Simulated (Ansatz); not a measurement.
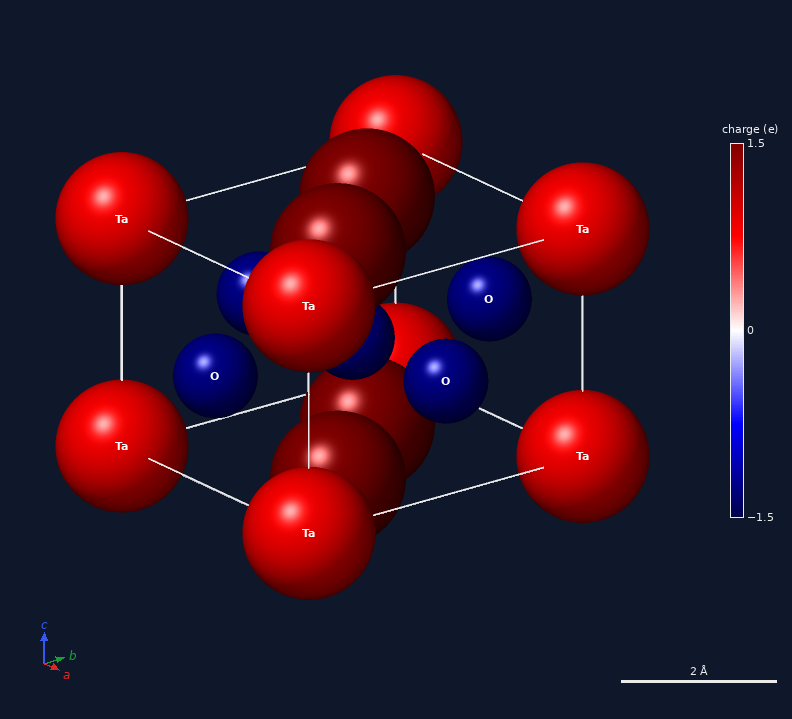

View slightly off an axis, drawn as a spheres-only model. The simulation cell is outlined; an atom on or near a face, edge or corner is repeated at each equivalent position. The atoms of this Ca₂TaO₃ cell are coloured by their Bader charge.

Theory: Ansatz 0.2.0, DFT PBE, scalar-relativistic, plane waves, PAW. Numerical settings: a plane-wave cutoff of 420 eV, k-mesh 6×6×12, Gaussian smearing of 0.1 eV, collinear spins. The state is ferromagnetic.

### Which atoms are positive and which negative?

Most positive: Ca; most negative: O. Charges: about Ca +1.5 e; Ta +0.8 e; O -1.2 e.

The initial geometry was a structure type filled with these elements by a generator (whether the compound takes this form wasn't checked). Earlier steps of the study, as a rule a relaxation of our own, may have changed the cell and positions, so they can lie some per cent off the listed ones. It went into a calculation with Ansatz.
